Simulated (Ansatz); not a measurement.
# Lattice dynamics of (KF)1(LiCl)2 [001] superlattice, started as rocksalt type, part 2 of 3

Aim: the vibrations of (KF)1(LiCl)2 [001] superlattice, started as rocksalt type, their spectra, and whether the structure is stable.

Ansatz 0.2.0; DFT PBE, scalar-relativistic, plane waves, PAW.

So far: The starting structure; Coarse relaxation; Relaxation. The relaxed cell has a = 3.633, c = 17.989 Å (conventional setting).

The structure was built from a prototype and need not be the compound's stable phase.

### Step 4. Tight relaxation

Phonons need a cell at rest on their own settings, so the relaxation is repeated with tight tolerances on forces and stress on the k mesh and occupations of the first response run.

The input, input.yaml:

```yaml
crystal:
  lattice:
    - [2.5691875295, 2.5691875295, 0.0]
    - [-2.5691875295, 2.5691875295, 0.0]
    - [2.5691875295, 0.0, 8.9947077685]
  atoms:
    - { symbol: Cl, position: [0.8223932418, 0.1776067582, 0.3552135164] }
    - { symbol: Cl, position: [0.1776067582, 0.8223932418, 0.6447864836] }
    - { symbol: F, position: [0.5, 0.5, 0.0] }
    - { symbol: K, position: [0.0, 0.0, 0.0] }
    - { symbol: Li, position: [0.3163811145, 0.6836188855, 0.3672377711] }
    - { symbol: Li, position: [0.6836188855, 0.3163811145, 0.6327622289] }
kpoints:
  mp_grid: { grid: [8, 8, 8] }
hamiltonian:
  xc: pbe
scf:
  occupations: { method: fixed }
output:
  forces: true
  stress: true
  eigenvalues: true
relax:
  adjacent_minimum: "off"
  f_tol: 0.001
  max_steps: 60
  cell: { stress_tol: 0.01 }
```

The run is started by

```bash
ansatz run input.yaml --threads 4 --pin off --max-ram 14336MiB --backend cpu --events-out ev --progress --plain --runs-dir out
```

Numbers of over 12 decimals in the logs are rounded to 6 here.

Output:

```text
[...]
Crystal: 6 atoms, lattice volume = 118.743 Å³
Basis set: ecut = 420 eV, 2331 PW (Γ), exchange–correlation on 50×50×128 points (8 copies of the dense FFT grid, shifted against one another)
Bands: 24, of which v1, the nominal top of the filled ones, is band 18 counted from 1 (17 counted from 0)
Symmetry: 16 space group operations
[...]
k-points: 59 of 512
[...]
cell:  # Å, volume = 118.8363 Å³
    - [2.569074, 2.569074, 0.0]
    - [-2.569074, 2.569074, 0.0]
    - [2.569074, 0, 9.002560]
  atoms:
    - { symbol: Cl, position: [0.822367, 0.177633, 0.355265] }
    - { symbol: Cl, position: [0.177633, 0.822367, 0.644735] }
    - { symbol: F, position: [0.5, 0.5, 0] }
    - { symbol: K, position: [0, 0, 0] }
    - { symbol: Li, position: [0.316259, 0.683741, 0.367483] }
    - { symbol: Li, position: [0.683741, 0.316259, 0.632517] }
[key lines of the parts left out:]
SCF converged after 7 iterations
Free energy (F): -4924.155434 eV
Fermi energy:    1.246972 eV
P = ⅓ Tr σ = -0.0009 GPa (-0.009 kbar)
```

It took 10 s on 4 threads of Arm Neoverse V2, shared host; peak memory 0.5 GiB; 39 s of CPU time.

Little changed from the start: no atom moved by 0.005 Å and no cell edge by 0.1 %.

This step gave:

```
pressure           : -8.50e-4 GPa
gap on the k-mesh  : 5.092 eV
volume per atom    : 19.81 Å³
direct gap on mesh : 5.092 eV
```

The largest force component left is 0.11 meV/Å and the pressure is -0.001 GPa, within the tolerances set. The cell now holds 19.81 Å³/atom.

### Step 5. Modes at Γ

The zone centre is the only wavevector solved here; it holds the modes that light can see, as far as symmetry allows. The response to a homogeneous field gives the Born charges and the dielectric tensor, and its change with displacement the Raman tensors.

The input, input.yaml:

```yaml
crystal:
  lattice:
    - [2.5690737821, 2.5690737821, 0.0]
    - [-2.5690737821, 2.5690737821, 0.0]
    - [2.5690737821, 0.0, 9.0025597777]
  atoms:
    - { symbol: Cl, position: [0.8223672624, 0.1776327376, 0.3552654752] }
    - { symbol: Cl, position: [0.1776327376, 0.8223672624, 0.6447345248] }
    - { symbol: F, position: [0.5, 0.5, 0.0] }
    - { symbol: K, position: [0.0, 0.0, 0.0] }
    - { symbol: Li, position: [0.3162586919, 0.6837413081, 0.3674826162] }
    - { symbol: Li, position: [0.6837413081, 0.3162586919, 0.6325173838] }
kpoints:
  mp_grid: { grid: [8, 8, 8] }
hamiltonian:
  xc: pbe
scf:
  occupations: { method: fixed }
output:
  eigenvalues: true
phonons:
  method: dfpt
  dielectric: true
  rigid_motions: translations
  raman: true
```

Output:

```text
Warning: crystal.symmetry: narrowed to the stabiliser of the run's FFT grids — unitary ops 16 → 4. A phonons.method: dfpt run fills in the rows of the dynamical matrix that it does not solve by its symmetry operations, which is exact only for operations that map its FFT grids onto themselves: filled in by any other, the frequencies could depend on the order in which like atoms are typed, or, by more than the grids' own error, on where the crystal sits among the grids' points. Excluded: 12 operations. The run can therefore solve more perturbations, solve them on more k-points, or both, and cost more. [rest of the remark cut]
[...]
Crystal: 6 atoms, lattice volume = 118.836 Å³
Basis set: ecut = 420 eV, 2331 PW (Γ), exchange–correlation on 50×50×128 points (8 copies of the dense FFT grid, shifted against one another)
Bands: 24, of which v1, the nominal top of the filled ones, is band 18 counted from 1 (17 counted from 0)
Symmetry: 16 space group operations
k-points: 260 of 512 (irreducible under 1 space group operation, time reversal used)
[...]
SCF iter   1: F=—  HF=-4924.162569 eV  |F-HF|=—  |Δ(HF+E_count)|=         —  Δρ=2.42e-3  dr2=1.53e-2  ethr=1.77e-3  ⟨swp⟩=5.0  Hψ=25381  notcnv=0  defer=1034
[...]
SCF iter   9: F=-4924.155434 eV  HF=-4924.155434 eV  |F-HF|=4.55e-11  |Δ(HF+E_count)|=  4.89e-10  Δρ=1.41e-7  dr2=3.24e-11  ethr=1.00e-12  ⟨swp⟩=12.3  Hψ=40090  notcnv=0
SCF 1 converged in 9 iterations: F = -4924.155434 eV  dr2 = 3.24e-11
[...]
NSCF: frozen V_eff on 3 k-points
DFPT response loops at Γ: preconditioner auto → Resta (q_TF=auto, 2.236 Å⁻¹)  ε∞=3.4 (no band partly filled); β = 1.00, the filter's whole step (`scf.mixing.beta` (0.50) is not read by the response loops at its default; to damp them type it under 1.00, their step now; it binds the ground state too); Broyden in place of MSR1
── the response to a field inside a basis, on 8×8×8 k-points: an SCF that follows is theirs, and a resumed run solves both again ──
Bands: 19, of which v1, the nominal top of the filled ones, is band 18 counted from 1 (17 counted from 0)
k-points: 144 of 512 (irreducible under 4 space group operations)
[...]
Eigensolver: Dense (144 Hₖ)
SCF iter   1: F=—  HF=-4924.147427 eV  |F-HF|=—  |Δ(HF+E_count)|=         —  Δρ=2.24e-4  dr2=1.40e-5  ethr=1.00e-1
[...]
SCF iter   6: F=-4924.147427 eV  HF=-4924.147427 eV  |F-HF|=1.09e-11  |Δ(HF+E_count)|=  1.13e-10  Δρ=1.39e-7  dr2=4.51e-11  ethr=1.68e-12
SCF 1 converged in 6 iterations: F = -4924.147427 eV  dr2 = 4.51e-11
[...]
SCF converged after 9 iterations
Free energy (F): -4924.155434 eV
[...]
Internal energy: -4924.155434 eV  (E = F + TS)
E sigma→0 (E₀):  -4924.155434 eV
Fermi energy:    1.246981 eV
[...]
--- Band table (eV; the first three rows and the last of 260) ---
  k-point 0: bands = [... 14 lower, 0.2728, 0.9768, 1.2470, 1.2470, 6.3386, 8.0563, 9.3542, 9.7103, ... 2 higher]
  k-point 1: bands = [... 14 lower, 0.2725, 0.9660, 1.2469, 1.2469, 6.3941, 7.9720, 9.3343, 9.5349, ... 2 higher]
  k-point 2: bands = [... 14 lower, 0.2717, 0.9404, 1.2467, 1.2467, 6.5535, 7.7455, 9.2927, 9.3251, ... 2 higher]
  k-point 259: bands = [... 14 lower, -0.2380, 0.9805, 1.1581, 1.1606, 8.3912, 8.6561, 8.9073, 9.5079, ... 2 higher]
--- Phonons (Γ-DFPT): 12 representative perturbations + reference, on 260 of 512 k-points (Σ response iterations 44) ---
  ASR residual: 4.113e-4 → 0.000e0 eV/Å²; symmetrization residual: 5.868e-6 eV/Å²
  The last average, over the group as it would stand without the narrowing to the FFT grids, took up to 1.698e-5 eV/Å² of the zone centre's force constants
  ASR residual per site (eV/Å²): 3.12e-5 3.12e-5 1.83e-5 4.11e-4 2.49e-4 2.49e-4
  Γ frequencies (cm⁻¹): -106.22 0.00 0.00 0.00 48.29 48.29 105.14 105.14 134.47 167.22 167.22 175.27 176.26 176.26 228.56 240.39 240.39 286.65
  ε∞ (high-frequency dielectric tensor):
        2.447381     0.000000     0.000000
        0.000000     2.447381     0.000000
        0.000000     0.000000     2.319087
  softest optical mode at Γ: -106.22 cm⁻¹; the repairs (sum rule, projections) moved no ω² at Γ by more than (5.09 cm⁻¹)²
  Born effective charges Z* (e; rows j = field, columns β = displacement):
    site 0:
        -1.20080    0.00000    0.00000
        -0.00000   -1.20080   -0.00000
         0.00000   -0.00000   -0.86900
    site 1:
        -1.20080    0.00000    0.00000
        -0.00000   -1.20080    0.00000
        -0.00000    0.00000   -0.86900
    site 2:
        -1.23487    0.00000    0.00000
        -0.00000   -1.23487    0.00000
         0.00000    0.00000   -1.18072
    site 3:
         1.17442    0.00000    0.00000
        -0.00000    1.17442    0.00000
         0.00000    0.00000    1.14398
    site 4:
         1.23103    0.00000    0.00000
         0.00000    1.23103   -0.00000
         0.00000   -0.00000    0.88737
    site 5:
         1.23103    0.00000    0.00000
         0.00000    1.23103    0.00000
         0.00000    0.00000    0.88737
  Z* charge neutrality: 3.230e-5 e pre-enforcement
  k-mesh period / interband length: 29.1 Å / 1.23 Å = 23.67 at k = (0.0000, -0.5000, 0.0000), direct gap 6.806 eV — 14 or more, which is no proof of convergence
  Raman tensors (in the event stream and the table raman_tensors.tsv): an entry may err by 5.2e-3 Å², one of the second-order susceptibility by 2.1e-20 pm/V (basis, points and sum rule); their sum over the sites missed zero by 6.939e-18 Å² ahead of its enforcement
  optical modes at Γ without the LO–TO term, one row a degenerate level:
      ω (cm⁻¹)  modes    IR ((D/Å)²/amu)  static Raman (Å⁴/amu)  depolarisation
       -106.22      1             4.2215                 0.0000               —
         48.29      2             0.1214                 0.0000               —
        105.14      2             0.0000                 0.0226           0.750
        134.47      1             1.8855                 0.0000               —
        167.22      2            23.2890                 0.0000               —
        175.27      1             0.0000                 2.8676           0.265
        176.26      2             0.0000                 0.0518           0.750
        228.56      1             0.0000                 4.1069           0.088
        240.39      2             5.8255                 0.0000               —
        286.65      1             2.5763                 0.0000               —
  optical modes at Γ + LO–TO along q̂ = [1.0000, 0.0000, 0.0000]:
      ω (cm⁻¹)  modes    IR ((D/Å)²/amu)  static Raman (Å⁴/amu)  depolarisation
       -106.22      1             4.2215                 0.0000               —
         48.29      1             0.0607                 0.0000               —
         49.25      1             0.0027                 0.0000               —
        105.14      2             0.0000                 0.0226           0.750
        134.47      1             1.8855                 0.0000               —
        167.22      1            11.6445                 0.0000               —
        175.27      1             0.0000                 2.8676           0.265
        176.26      2             0.0000                 0.0518           0.750
        224.19      1             0.2483                 0.0000               —
        228.56      1             0.0000                 4.1069           0.088
        240.39      1             2.9128                 0.0000               —
        286.65      1             2.5763                 0.0000               —
        377.61      1            14.3670                 0.0000               —
  optical modes at Γ + LO–TO along q̂ = [0.0000, 1.0000, 0.0000]:
      ω (cm⁻¹)  modes    IR ((D/Å)²/amu)  static Raman (Å⁴/amu)  depolarisation
       -106.22      1             4.2215                 0.0000               —
         48.29      1             0.0607                 0.0000               —
         49.25      1             0.0027                 0.0000               —
        105.14      2             0.0000                 0.0226           0.750
        134.47      1             1.8855                 0.0000               —
        167.22      1            11.6445                 0.0000               —
        175.27      1             0.0000                 2.8676           0.265
        176.26      2             0.0000                 0.0518           0.750
        224.19      1             0.2483                 0.0000               —
        228.56      1             0.0000                 4.1069           0.088
        240.39      1             2.9128                 0.0000               —
        286.65      1             2.5763                 0.0000               —
        377.61      1            14.3670                 0.0000               —
  optical modes at Γ + LO–TO along q̂ = [0.0000, 0.0000, 1.0000]:
      ω (cm⁻¹)  modes    IR ((D/Å)²/amu)  static Raman (Å⁴/amu)  depolarisation
         48.29      2             0.1214                 0.0000               —
         57.46      1             0.5779                 0.0000               —
        105.14      2             0.0000                 0.0226           0.750
        167.22      2            23.2890                 0.0000               —
        175.27      1             0.0000                 2.8676           0.265
        176.26      2             0.0000                 0.0518           0.750
        192.62      1             2.0156                 0.0000               —
        228.56      1             0.0000                 4.1069           0.088
        240.39      2             5.8255                 0.0000               —
        340.24      1             6.0899                 0.0000               —
```

Elapsed: 12 min, on 4 threads; peak memory 3.3 GiB.

This step gave:

| Property | Result |
| --- | --- |
| sum-rule residual before enforcement | 4.11e-4 eV/Å² |
| miss of the charge sum rule | 3.23e-5 e |
| point group | 4/mmm |
| highest optical mode at the zone centre (no LO-TO term) | 286.6 cm⁻¹ |
| lowest optical zone-centre mode | -106.2 cm⁻¹ |
| mean high-frequency dielectric constant | 2.405 |
| largest Born charge (third of the trace) | -1.217 e |
| top of the zone-centre spectrum with the field | 377.6 cm⁻¹ |

Without the LO-TO term. Patterns of degenerate modes are one choice out of their space. Modes at Γ, with each element's share of the kinetic energy (negative means imaginary):

| mode | frequency (cm⁻¹) | symmetry | Cl % | F % | K % | Li % |
| --- | --- | --- | --- | --- | --- | --- |
| 1 | -106.2 | A2u | 4 | 71 | 0 | 24 |
| 2 | 0.0 | acoustic | 50 | 13 | 27 | 10 |
| 3 | 0.0 | acoustic | 50 | 13 | 27 | 10 |
| 4 | 0.0 | acoustic | 50 | 13 | 27 | 10 |
| 5 | 48.3 | Eu | 37 | 17 | 42 | 4 |
| 6 | 48.3 | Eu | 37 | 17 | 42 | 4 |
| 7 | 105.1 | Eg | 92 | 0 | 0 | 8 |
| 8 | 105.1 | Eg | 92 | 0 | 0 | 8 |
| 9 | 134.5 | A2u | 30 | 1 | 69 | 0 |
| 10 | 167.2 | Eu | 13 | 0 | 0 | 87 |
| 11 | 167.2 | Eu | 13 | 0 | 0 | 87 |
| 12 | 175.3 | A1g | 95 | 0 | 0 | 5 |
| 13 | 176.3 | Eg | 8 | 0 | 0 | 92 |
| 14 | 176.3 | Eg | 8 | 0 | 0 | 92 |
| 15 | 228.6 | A1g | 5 | 0 | 0 | 95 |
| 16 | 240.4 | Eu | 0 | 69 | 31 | 0 |
| 17 | 240.4 | Eu | 0 | 69 | 31 | 0 |
| 18 | 286.6 | A2u | 17 | 14 | 4 | 66 |

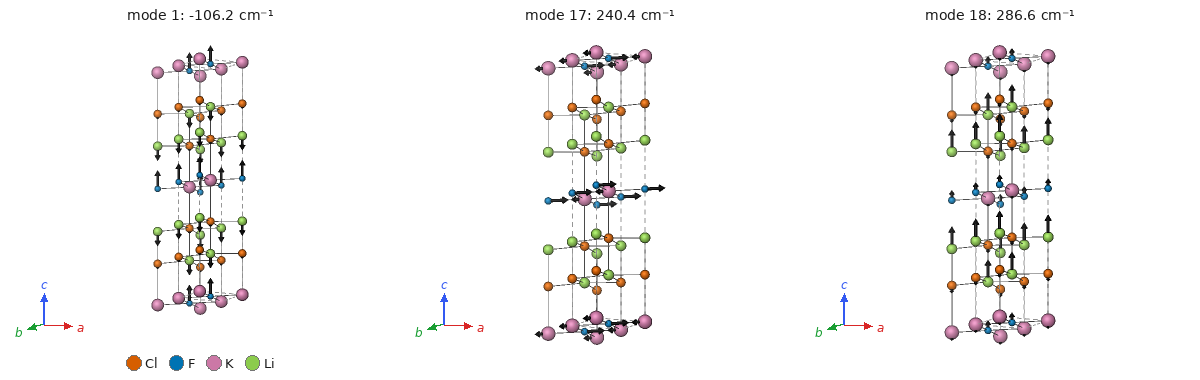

Displacement patterns of modes 1, 17 and 18 at Γ; arrows are exaggerated. 1×2×1 conventional cells are drawn. Some periodic images of atoms are drawn too.

Optical modes at the zone centre, without and with the macroscopic field of the longitudinal modes; each column is sorted by frequency, so a row need not hold one and the same mode. Modes with and without the field, by row:

| rank among optical modes | no field (cm⁻¹) | q along (1, 0, 0) (cm⁻¹) | q along (0, 0, 1) (cm⁻¹) |
| --- | --- | --- | --- |
| 1 | -106.2 | -106.2 | 48.3 |
| 2 | 48.3 | 48.3 | 48.3 |
| 3 | 48.3 | 49.2 | 57.5 |
| 4 | 105.1 | 105.1 | 105.1 |
| 5 | 105.1 | 105.1 | 105.1 |
| 6 | 134.5 | 134.5 | 167.2 |
| 7 | 167.2 | 167.2 | 167.2 |
| 8 | 167.2 | 175.3 | 175.3 |
| 9 | 175.3 | 176.3 | 176.3 |
| 10 | 176.3 | 176.3 | 176.3 |
| 11 | 176.3 | 224.2 | 192.6 |
| 12 | 228.6 | 228.6 | 228.6 |
| 13 | 240.4 | 240.4 | 240.4 |
| 14 | 240.4 | 286.6 | 240.4 |
| 15 | 286.6 | 377.6 | 340.2 |

Born charge (rows field, columns displacement) (e), principal values of the symmetric part by kind of site:

| atom | atoms with these values | low | middle | high | mean |
| --- | --- | --- | --- | --- | --- |
| Cl1 | 2 | -1.20 | -1.20 | -0.87 | -1.09 |
| F3 | 1 | -1.23 | -1.23 | -1.18 | -1.22 |
| K4 | 1 | 1.14 | 1.17 | 1.17 | 1.16 |
| Li5 | 2 | 0.89 | 1.23 | 1.23 | 1.12 |

In full for K4:

```
1.17 0.00 0.00
0.00 1.17 0.00
0.00 0.00 1.14
```

High-frequency dielectric tensor:

```
2.45 0.00 0.00
0.00 2.45 0.00
0.00 0.00 2.32
```

(Part 2 of 3 ends here.)

[Logs are printed without paths, hosts, clocks, repeated set-up lines and the standing remarks that a program may print on its own settings, such as how far it seeks lower states.]

[Hosts, paths, dates, database ids (printed as entryN), source tags and the programs' standing remarks are cut or masked in the printed files.]
